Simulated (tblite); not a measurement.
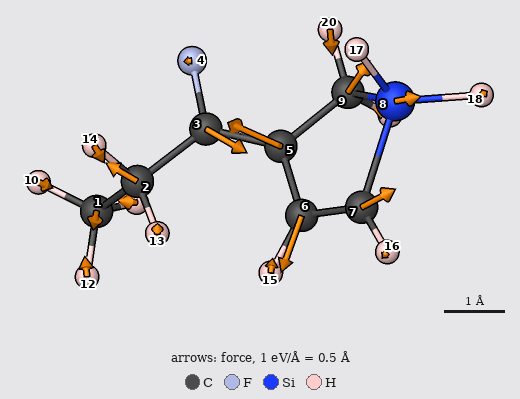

Starting geometry of C7H11FSi with the computed forces as orange arrows. A ball-and-stick model, seen at a tilt.

Theory: GFN2-xTB geometry optimisation, gas phase in tblite 0.8.0. 

Q: Is this structure relaxed? If not, where do the atoms go?

A: It isn't relaxed: the largest force vector, on a C atom, is 2.90 eV/Å. The final displacements have little in common with the starting forces (cosine between the two patterns 0.09). The energy falls by 15.3 kcal/mol in 160 geometry steps. The largest move after the best rigid fit is that of an H atom, 1.76 Å. By element the largest moves are H 1.76 Å, C 0.67 Å, Si 0.65 Å, F 0.30 Å. Near-neighbour distances that change, for instance: C–C 1.477 → 1.509 Å, C–C 1.420 → 1.448 Å, C–H 1.119 → 1.092 Å, C–C 1.316 → 1.340 Å. Bond angles that change, for instance: C–C–Si 94.8° → 105.9°, C–C–C 122.1° → 129.4°, H–C–H 112.4° → 105.9°. Groups turn about C–C by about 45°, C–C by about 45°, C–Si by about 35°.
